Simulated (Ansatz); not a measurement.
## Lattice dynamics of AgSb2 (built on the sites of a database entry of Sb2Au)

Aim: the phonons of AgSb2 (built on the sites of a database entry of Sb2Au) at a cell relaxed beforehand at this level. After the zone centre comes a 2×2×2 q mesh on a 10×10×10 k mesh.

Main program and level: Ansatz 0.2.0; DFT LDA, scalar-relativistic, plane waves, PAW.

The structure was built from a prototype and need not be the compound's stable phase.

**1. The structure**

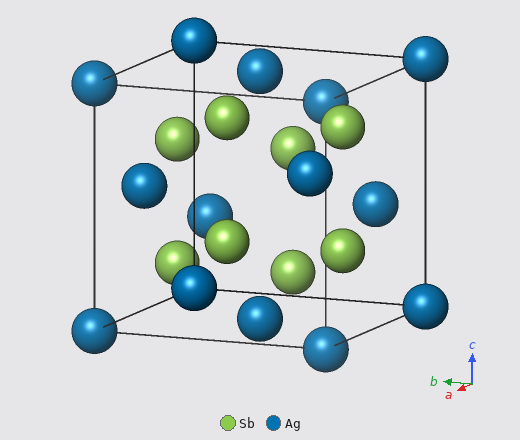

Start, viewed from a free direction; antimony green, silver blue. This picture shows the conventional cell, with its axes. Some periodic images of atoms are drawn too.

**2. Zone-centre response**

The cell comes from relaxations at this level that are not shown. The zone centre comes first: it holds the modes that light can see, as far as symmetry allows. No field response is asked, since the mesh shows no gap.

Input file input.yaml:

```yaml
crystal:
  lattice:
    - [0.0, 3.354011377, 3.354011377]
    - [3.354011377, 0.0, 3.354011377]
    - [3.354011377, 3.354011377, 0.0]
  atoms:
    - { symbol: Sb, position: [0.25, 0.25, 0.25] }
    - { symbol: Sb, position: [0.75, 0.75, 0.75] }
    - { symbol: Ag, position: [0.0, 0.0, 0.0] }
kpoints:
  mp_grid: { grid: [10, 10, 10] }
hamiltonian:
  xc: lda
scf:
  occupations: { method: methfessel_paxton, width: 0.15 }
output:
  eigenvalues: true
phonons:
  method: dfpt
```

Started as:

```sh
> ansatz run input.yaml --threads 4 --pin off --max-ram 7168MiB --backend cpu --events-out ev --progress --plain --runs-dir out
```

Numbers of over 12 decimals in the logs are rounded to 6 here.

The log of the run:

```text
zone centre: on kpoints.mp_grid the ground state, and the responses unless they are solved on pairs of k-points, stand on 102 of the mesh's 1000 k-points, reduced under 8 symmetry operations, with k and −k counted as one. Each operation leaves every solved displacement unchanged or reverses it
Engine: ansatz 0.2.0, aarch64-unknown-linux-gnu
Pseudopotentials: kind: paw
Pseudopotential: Sb, paw, valence charge 15, recommended cutoff 420 eV (normal), Sb.paw.azcp
Pseudopotential: Ag, paw, valence charge 19, recommended cutoff 420 eV (normal), Ag.paw.azcp
Functional definition: SPW92
  exchange = slater_x
  correlation = pw_c
Crystal: 3 atoms, lattice volume = 75.461 Å³
Basis set: ecut = 420 eV, 1459 PW (Γ), exchange–correlation on 64×64×64 points (8 copies of the dense FFT grid, shifted against one another)
Bands: 30, of which v1, the nominal top of the filled ones, is band 25 counted from 1 (24 counted from 0)
Symmetry: 48 space group operations
k-points: 102 of 1000 (irreducible under 8 space group operations, time reversal used)
Non-local potential: Sb, projectors of the file, l = 0: 2, l = 1: 2, l = 2: 2, l = 3: 2
Non-local potential: Ag, projectors of the file, l = 0: 3, l = 1: 2, l = 2: 2, l = 3: 1
PAW form: soft (Blöchl's): semilocal exchange-correlation on the pseudo side does not see the compensation charge
PAW frozen core: Sb, regenerated for the run's functional, and the local potential with it (the file was generated under x = pbe(κ = 0.804, μ = 0.219515), c = pbe(β = 0.066725))
PAW frozen core: Ag, regenerated for the run's functional, and the local potential with it (the file was generated under x = pbe(κ = 0.804, μ = 0.219515), c = pbe(β = 0.066725))
PAW one-centre angular grid: Sb, 590 points (default); XC on 64 Gauss nodes
PAW one-centre angular grid: Ag, 590 points (default); XC on 64 Gauss nodes
Initial density: superposition of atomic densities (neutral atoms: chi_scale 0, normalization atom), corrected by the library's trained network
Initial wavefunctions: pseudopotential atomic-orbital guess
Functional: x = slater, c = lda
SCF iter   1: F=—  HF=-20129.371708 eV  |F-HF|=—  |Δ(HF+E_count)|=         —  Δρ=1.00e-2  dr2=6.02e-2  ethr=1.77e-3  ⟨swp⟩=6.2  Hψ=12645  notcnv=0
preconditioner: auto → LDOS  [metal: Δε(μ)=0.041 eV  Ē_g=8.861 eV  σ=0.150 eV  W_gap=0.22  n_scr=14 (ndim 8)  ℏωp=19.6 eV  f_vac=0.040  D(μ)=2.10/eV (n_scr^D=14)  β→1.0]
SCF iter   2: F=—  HF=-20129.360792 eV  |F-HF|=—  |Δ(HF+E_count)|=   1.09e-2  S|Δr|=    0.00e0  Δρ=4.74e-3  dr2=1.15e-2  ethr=1.23e-4  ⟨swp⟩=2.0  Hψ=6265  notcnv=0
SCF iter   3: F=—  HF=-20129.355787 eV  |F-HF|=—  |Δ(HF+E_count)|=   5.00e-3  S|Δr|=    0.00e0  Δρ=1.35e-3  dr2=1.22e-3  ethr=2.36e-5  ⟨swp⟩=2.0  Hψ=5456  notcnv=0
SCF iter   4: F=—  HF=-20129.355497 eV  |F-HF|=—  |Δ(HF+E_count)|=   2.90e-4  S|Δr|=    0.00e0  Δρ=2.26e-4  dr2=4.40e-5  ethr=2.50e-6  ⟨swp⟩=2.1  Hψ=3865  notcnv=0
SCF iter   5: F=—  HF=-20129.355486 eV  |F-HF|=—  |Δ(HF+E_count)|=   1.14e-5  S|Δr|=    0.00e0  Δρ=4.35e-5  dr2=1.54e-6  ethr=8.98e-8  ⟨swp⟩=2.6  Hψ=4658  notcnv=0
SCF iter   6: F=—  HF=-20129.355488 eV  |F-HF|=—  |Δ(HF+E_count)|=   2.22e-6  S|Δr|=    0.00e0  Δρ=4.83e-6  dr2=1.18e-8  ethr=3.13e-9  ⟨swp⟩=2.0  Hψ=5051  notcnv=0
SCF iter   7: F=—  HF=-20129.355488 eV  |F-HF|=—  |Δ(HF+E_count)|=   5.22e-9  S|Δr|=    0.00e0  Δρ=5.65e-7  dr2=2.76e-10  ethr=2.40e-11  ⟨swp⟩=2.0  Hψ=5253  notcnv=0
SCF iter   8: F=-20129.355488 eV  HF=-20129.355488 eV  |F-HF|=3.64e-12  |Δ(HF+E_count)|=  1.31e-10  S|Δr|=    0.00e0  Δρ=7.64e-8  dr2=4.01e-12  ethr=1.00e-12  ⟨swp⟩=8.0  Hψ=18039  notcnv=0
SCF 1 converged in 8 iterations: F = -20129.355488 eV  dr2 = 4.01e-12
  greatest PAW one-centre occupation: 1.002 electrons in one spin orbital (limit 2), on the Ag atom at site 2 (counted from 0), in its partial waves of l = 0
DFPT response loops at Γ: preconditioner auto → Kerker (q_TF=auto, 2.539 Å⁻¹) (partly filled bands, converged f_vac=0.044); β = 1.00, the filter's whole step (`scf.mixing.beta` (0.50) is not read by the response loops under this deck's `scf.mixing.preconditioner`; to damp them name `kerker` or `kerker_dos`, under which they read `scf.mixing.beta`, and type it under 1.00, their step now; both keys bind the ground state too); Broyden in place of MSR1
SCF converged after 8 iterations
Stability not checked: this state was not tested for a lower state beside it, because cold or Methfessel-Paxton smearing, or corrected tetrahedra, fill the levels in a way that the test cannot read (fill_not_monotonic; see scf.lower_state_search)
Free energy (F): -20129.355488 eV
Harris-Foulkes:  -20129.355488 eV  (|F-HF|=3.64e-12)
Internal energy: -20129.352890 eV  (E = F + TS)
E sigma→0 (E₀):  -20129.354839 eV
Entropy (-TS):   -0.002598 eV (-0.866 meV/atom)
Fermi energy:    11.947764 eV
--- Per-component energies (eV) ---
  E_band       = -635.403167
  E_kinetic    = 944.989665
  E_local      = -6059.218113  (includes V_loc(G=0)·N_el)
  E_nonlocal   = 817.516266
  E_hartree    = 2745.985219
  E_xc         = -460.669985
  E_vxc        = -430.812627  (∫ρ·V_xc dr)
  E_paw        = -12621.301570  (= ΣΔE_a)
  E_vpaw       = -1399.849077  (= ΣTr[D̂ρ^β])
  E_aug_tail   = 0.000253  (compensation charges beyond the density's cutoff)
  E_ewald      = -5498.497079
  E_core_change = 1.842455  (= ΣΔE_core)
  E_smearing   = -0.002598  (= −TS)
  E_closure    = -0.000000  (closes the sum)
  Σ components = -20129.355488   (vs F -20129.355488, Δ=0.00e0)
--- Band table (eV; the first three rows and the last of 102) ---
  k-point 0: bands = [... 21 lower, 11.2548, 11.2548, 11.2548, 12.8484, 12.8484, 12.8484, 14.9594, 14.9594, ... 1 higher]
  k-point 1: bands = [... 21 lower, 10.7088, 11.1094, 11.1094, 12.6580, 12.7465, 12.7465, 14.9295, 15.1621, ... 1 higher]
  k-point 2: bands = [... 21 lower, 9.8423, 10.7743, 10.7743, 12.1820, 12.4675, 12.4675, 15.1533, 15.7739, ... 1 higher]
  k-point 101: bands = [... 21 lower, 6.8741, 7.9191, 10.3982, 12.2412, 14.5512, 15.4027, 16.1212, 16.4912, ... 1 higher]
--- Phonons (Γ-DFPT): 2 representative perturbations + reference, on 102 of 1000 k-points (Σ response iterations 6) ---
  k mesh reduced under 8 symmetry operations, with k and −k counted as one. Each operation leaves every solved displacement unchanged or reverses it
  ASR residual: 1.066e-4 → 0.000e0 eV/Å²; symmetrization residual: 8.845e-5 eV/Å²
  ASR residual per site (eV/Å²): 1.07e-4 1.07e-4 6.43e-5
  Γ frequencies (cm⁻¹): 0.00 0.00 0.00 82.10 82.10 82.10 109.08 109.08 109.08
  non-analytic LO–TO correction: not included (Born effective charges unavailable; polar crystals: no LO–TO splitting at Γ)
```

Elapsed: 20 s, on 4 threads of Arm Neoverse V1, shared host; peak memory 0.98 GiB; 75 s of CPU time.

Numbers from this step:

| Quantity | Value |
| --- | --- |
| volume per atom | 25.15 Å³ |
| gap on the k-mesh | 0 eV |
| sum-rule residual before enforcement | 1.07e-4 eV/Å² |
| point group | m-3m |
| highest optical mode at the zone centre (no LO-TO term) | 109.1 cm⁻¹ |
| lowest optical zone-centre mode | 82.1 cm⁻¹ |

Patterns of degenerate modes are one choice out of their space. Modes at Γ, with each element's share of the kinetic energy:

| mode | frequency (cm⁻¹) | symmetry | Sb % | Ag % |
| --- | --- | --- | --- | --- |
| 1 | 0.0 | acoustic | 69 | 31 |
| 2 | 0.0 | acoustic | 69 | 31 |
| 3 | 0.0 | acoustic | 69 | 31 |
| 4 | 82.1 | T2g | 100 | 0 |
| 5 | 82.1 | T2g | 100 | 0 |
| 6 | 82.1 | T2g | 100 | 0 |
| 7 | 109.1 | T1u | 31 | 69 |
| 8 | 109.1 | T1u | 31 | 69 |
| 9 | 109.1 | T1u | 31 | 69 |

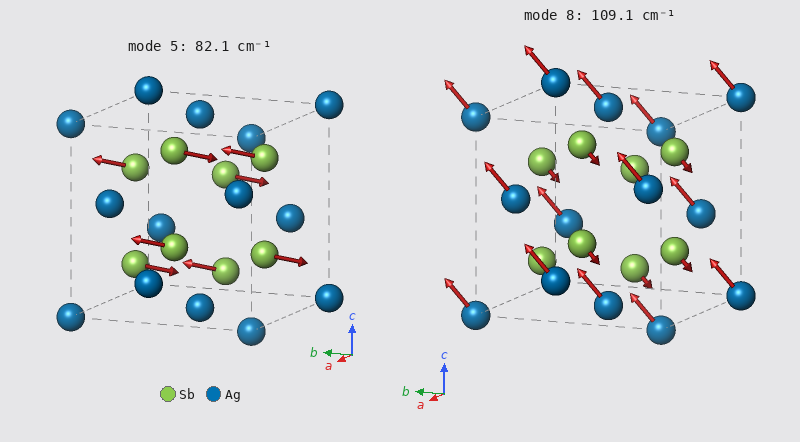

Displacement patterns of modes 5 and 8 at Γ; arrows are exaggerated. Some periodic images of atoms are drawn too.

Before it was imposed, the acoustic sum rule was missed by 1.1e-4 eV/Å². Small misses are needed for a sound result but don't prove that mesh and cutoff are converged. The lowest optical mode is real, 82.1 cm⁻¹.

**3. Phonons on a q mesh**

Stability and thermal properties need the whole zone. Linear response on a 2×2×2 q mesh gives force constants as far as a supercell of that size would.

Edit input.yaml of step 2 so:

```diff
@@ -19 +19,8 @@
   method: dfpt
+  qmesh: [2, 2, 2]
+  temperatures: { t_max: 1000, t_step: 50 }
+  qpath:
+    path:
+      - [[0.0, 0.0, 0.0], [0.5, 0.0, 0.5], [0.625, 0.25, 0.625]]
+      - [[0.375, 0.375, 0.75], [0.0, 0.0, 0.0], [0.5, 0.5, 0.5], [0.5, 0.25, 0.75], [0.5, 0.0, 0.5]]
+    npoints: 10
```

The log of the run:

```text
[...]
Crystal: 3 atoms, lattice volume = 75.461 Å³
Basis set: ecut = 420 eV, 1459 PW (Γ), exchange–correlation on 64×64×64 points (8 copies of the dense FFT grid, shifted against one another)
Bands: 30, of which v1, the nominal top of the filled ones, is band 25 counted from 1 (24 counted from 0)
Symmetry: 48 space group operations
k-points: 47 of 1000
[...]
SCF iter   1: F=—  HF=-20129.371750 eV  |F-HF|=—  |Δ(HF+E_count)|=         —  Δρ=1.00e-2  dr2=6.02e-2  ethr=1.77e-3  ⟨swp⟩=6.2  Hψ=5789  notcnv=0
[...]
SCF iter   8: F=-20129.355488 eV  HF=-20129.355488 eV  |F-HF|=3.64e-12  |Δ(HF+E_count)|=  1.27e-10  S|Δr|=    0.00e0  Δρ=7.61e-8  dr2=3.98e-12  ethr=1.00e-12  ⟨swp⟩=7.8  Hψ=8196  notcnv=0
SCF 1 converged in 8 iterations: F = -20129.355488 eV  dr2 = 3.98e-12
[...]
phonons: the bands overlap, so this run is a metal and interpolates without the dipole-dipole term. If the crystal is really an insulator or semiconductor, its LO-TO splitting is missing
NSCF: frozen V_eff on 47 k-points
WARN: eigensolver did not converge (k=23): 1 band(s) unlocked after 20 sweeps at ethr=1.60e-12 eV (storage-precision floor; scheduled 1.00e-12 eV) (lowest unlocked band 29, counted from 0; max residual 4.43e-6 eV among the unlocked bands, 4.43e-6 eV over every band; other slots of this pass that fall short are told together in one closing line; warning suppressed until the next SCF loop or pass starts)
WARN: eigensolver did not converge in 3 slots of this pass, the one above among them; of largest residual over every band (k=28): 1 band(s) unlocked (lowest unlocked band 29, counted from 0; max residual 9.61e-6 eV among the unlocked bands, 9.61e-6 eV over every band); of lowest unlocked band (k=23): band 29
[...]
DFPT response loops at q = (0, 0, 0) (fractional): preconditioner auto → Kerker (q_TF=auto, 2.539 Å⁻¹) (partly filled bands, converged f_vac=0.044); β = 1.00, the filter's whole step (`scf.mixing.beta` (0.50) is not read by the response loops under this deck's `scf.mixing.preconditioner`; to damp them name `kerker` or `kerker_dos`, under which they read `scf.mixing.beta`, and type it under 1.00, their step now; both keys bind the ground state too); Broyden in place of MSR1
[...]
SCF converged after 8 iterations
[...]
Free energy (F): -20129.355488 eV
[...]
Internal energy: -20129.352890 eV  (E = F + TS)
E sigma→0 (E₀):  -20129.354839 eV
Entropy (-TS):   -0.002598 eV (-0.866 meV/atom)
Fermi energy:    11.947764 eV
[...]
--- Band table (eV; the first three rows and the last of 47) ---
  k-point 0: bands = [... 21 lower, 11.2548, 11.2548, 11.2548, 12.8484, 12.8484, 12.8484, 14.9594, 14.9594, ... 1 higher]
  k-point 1: bands = [... 21 lower, 10.7088, 11.1094, 11.1094, 12.6580, 12.7465, 12.7465, 14.9295, 15.1621, ... 1 higher]
  k-point 2: bands = [... 21 lower, 9.8423, 10.7743, 10.7743, 12.1820, 12.4675, 12.4675, 15.1533, 15.7739, ... 1 higher]
  k-point 46: bands = [... 21 lower, 6.8741, 7.9191, 10.3982, 12.2412, 14.5512, 15.4027, 16.1212, 16.4912, ... 1 higher]
--- Phonons (Γ-DFPT): 2 representative perturbations + reference (Σ response iterations 6) ---
  ASR residual: 1.052e-4 → 0.000e0 eV/Å²; symmetrization residual: 8.881e-5 eV/Å²
  ASR residual per site (eV/Å²): 1.05e-4 1.05e-4 6.87e-5
  Γ frequencies (cm⁻¹): 0.00 0.00 0.00 82.10 82.10 82.10 109.08 109.08 109.08
--- Phonons (arbitrary-q DFPT): 3 irreducible q on the 2×2×2 mesh ---
  q = [0.0000, 0.0000, 0.0000] (star 1, of the zone-centre solve; hermiticity 5.43e-5, symmetrization 6.94e-12): -0.00 0.00 0.00 82.10 82.10 82.10 109.08 109.08 109.08
  q = [0.0000, 0.0000, -0.5000] (star 4, 2 solved perturbations on 282 of 1000 k-point pairs; hermiticity 3.93e-5, symmetrization 1.40e-5): 33.29 33.29 62.25 84.83 84.83 111.74 122.69 125.11 125.11
  q = [0.0000, -0.5000, -0.5000] (star 3, 4 solved perturbations in 546 linear systems a pass and spin channel, the states on 171 of 1000 k-point pairs; hermiticity 2.32e-5, symmetrization 3.60e-8): 37.95 37.95 65.22 65.22 78.00 93.08 108.81 111.43 111.43
  sum rule: each row above includes the acoustic sum rule's correction from the zone centre's row sums; it moved no ω² by more than (0.48 cm⁻¹)²
  mesh force constants: q→R imaginary residual 3.94e-17; ASR residual 1.052e-4 → 0.000e0 eV/Å²; symmetrization residual 3.997e-15 eV/Å²
  interpolated dispersion: 62 rows × 9 modes
  density of states and harmonic sums: on the 16×16×16 q-mesh, interpolated from the force constants of a 2×2×2 supercell (no non-analytic term)
  largest difference from the sums on the solved wave vectors: F 8.69e-2 eV, S 1.19e-4 and C_V 3.23e-5 eV/K
  zero-point energy: 0.046151 eV/cell   skipped modes (ω ≤ 0): 3   left out of the sums: 8.14e-5 of the cell's modes: C_V's classical limit lies that fraction below 3 k_B per atom; for a crystal, a wire or a layer, F and S can be off by more, and a phonons.interpolated_qmesh denser along its periods is the remedy for the sampling
```

Elapsed: 95 s, on 4 threads; peak memory 1.7 GiB.

Numbers from this step:

```yaml
sum_rule_residual_before_enforcement: 1.05e-4 eV/Å²
lowest_frequency_on_the_path: 0 cm⁻¹
highest_frequency_on_the_path_or_at_a_solved_wavevector: 125.1 cm⁻¹
mean_frequency: 82.7 cm⁻¹
debye_temperature_second_moment: 164 K
logarithmic_mean_frequency: 75.8 cm⁻¹
lowest_mode_on_the_q_mesh_acoustic_modes_at_gamma_apart: 33.29 cm⁻¹
zero_point_energy_per_atom: 15.38 meV
heat_capacity_at_300_k: 24.57 J/(mol atoms K)
vibrational_entropy_at_300_k: 50.38 J/(mol atoms K)
```

Frequencies (cm⁻¹) solved at each irreducible wavevector; negative means imaginary. Frequencies by wavevector, by row:

| q in reciprocal lattice units | star | mode 1 | mode 2 | mode 3 | mode 4 | mode 5 | mode 6 | mode 7 | mode 8 | mode 9 |
| --- | --- | --- | --- | --- | --- | --- | --- | --- | --- | --- |
| 0 0 0 | 1 | 0 | 0 | 0 | 82.1 | 82.1 | 82.1 | 109.1 | 109.1 | 109.1 |
| 0 0 -0.5 | 4 | 33.3 | 33.3 | 62.2 | 84.8 | 84.8 | 111.7 | 122.7 | 125.1 | 125.1 |
| 0 -0.5 -0.5 | 3 | 38 | 38 | 65.2 | 65.2 | 78 | 93.1 | 108.8 | 111.4 | 111.4 |

Interpolated from a 2×2×2 q mesh. Phonon branches along the path, in cm⁻¹:

| point | branch 1 | branch 2 | branch 3 | branch 4 | branch 5 | branch 6 | branch 7 | branch 8 | branch 9 |
| --- | --- | --- | --- | --- | --- | --- | --- | --- | --- |
| Γ | 0 | 0 | 0 | 82 | 82 | 82 | 109 | 109 | 109 |
| X | 38 | 38 | 65 | 65 | 78 | 93 | 109 | 111 | 111 |
| U | 37 | 51 | 60 | 71 | 79 | 101 | 108 | 116 | 120 |
| jump to K | 37 | 51 | 60 | 71 | 79 | 101 | 108 | 116 | 120 |
| Γ | 0 | 0 | 0 | 82 | 82 | 82 | 109 | 109 | 109 |
| L | 33 | 33 | 62 | 85 | 85 | 112 | 123 | 125 | 125 |
| W | 46 | 50 | 50 | 75 | 81 | 102 | 109 | 109 | 123 |
| X | 38 | 38 | 65 | 65 | 78 | 93 | 109 | 111 | 111 |

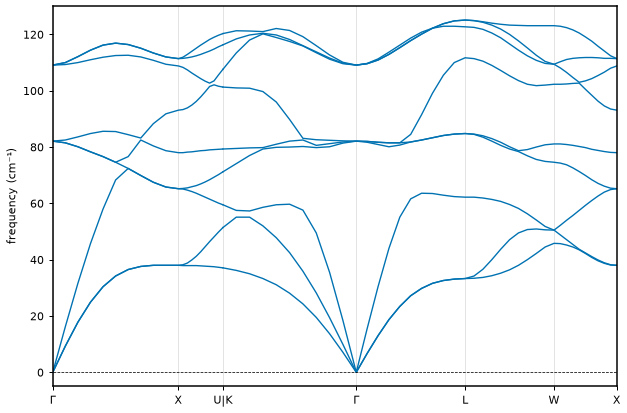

Phonon branches along the path.

The phonon density of states has structure finer than the step of the table below, so its rows give means over 10 cm⁻¹, whole bins alone (the curve runs from 0.5 to 126 cm⁻¹). Peaks (cm⁻¹: height): 37.5: 0.151, 61.5: 0.168, 79.5: 0.384, 101.5: 0.162, 122.5: 0.331.

Tetrahedra on a 16×16×16 mesh, mean over bins of 1 cm-1. Interpolated from a 2×2×2 q mesh. Table of phonon density of states by wavenumber; means over each step:

| wavenumber (cm⁻¹) | phonon density of states (1/cm⁻¹/cell) |
| --- | --- |
| 10 | 0.00131 |
| 20 | 0.00763 |
| 30 | 0.0515 |
| 40 | 0.0993 |
| 50 | 0.0477 |
| 60 | 0.0886 |
| 70 | 0.0332 |
| 80 | 0.181 |
| 90 | 0.0226 |
| 100 | 0.0597 |
| 110 | 0.0880 |
| 120 | 0.219 |

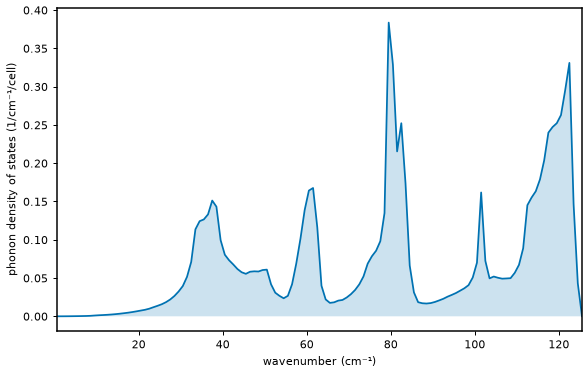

Phonon density of states against wavenumber.

(Part 1 of 2 ends here.)

[Logs are printed without paths, hosts, clocks, repeated set-up lines and the standing remarks that a program may print on its own settings, such as how far it seeks lower states.]

[Hosts, paths, dates, database ids (printed as entryN), source tags and the programs' standing remarks are cut or masked in the printed files.]
